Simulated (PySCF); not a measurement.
Si(H)(OH)2(tBu), SMILES C(C)(C)(C)[SiH](O)O, singlet at its GFN2-xTB optimised geometry (Å):

```
19

Si     0.2703     0.3134     0.0000
O      1.9056     0.3134     0.0000
O     -0.1613     1.8748     0.0000
C     -0.4857    -0.4924    -1.5605
C     -0.0237     0.2399    -2.8229
C     -0.0591    -1.9596    -1.6588
C     -2.0120    -0.4323    -1.4910
H     -0.2019    -0.3514     1.2170
H      2.3800    -0.5059    -0.0978
H      0.4152     2.5113     0.4146
H      1.0609     0.2160    -2.9130
H     -0.4504    -0.2256    -3.7117
H     -0.3409     1.2793    -2.7943
H     -0.3574    -2.5113    -0.7693
H     -0.5231    -2.4339    -2.5234
H      1.0210    -2.0458    -1.7688
H     -2.3446     0.5990    -1.4071
H     -2.3800    -0.9791    -0.6257
H     -2.4551    -0.8679    -2.3865
```

Level of theory: PBE0/def2-SVP run with PySCF. Cells within 0.4 Å of a nucleus heavier than hydrogen are left out (blank, or x).

Map of the deformation density (molecule minus spherical neutral atoms) (e/bohr³) on the plane z = 0.0 Å:

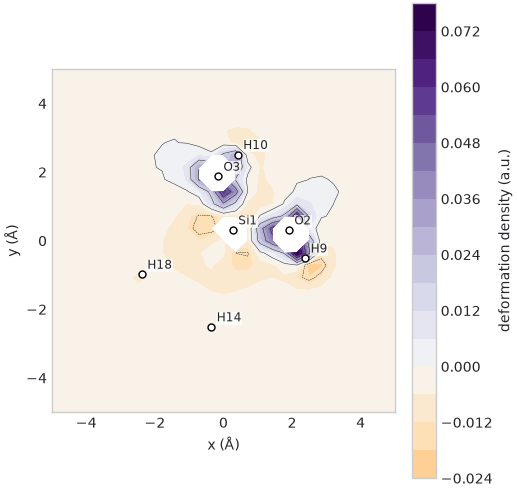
Deformation density (molecule minus spherical neutral atoms) (e/bohr³) on the plane z = 0.0 Å.
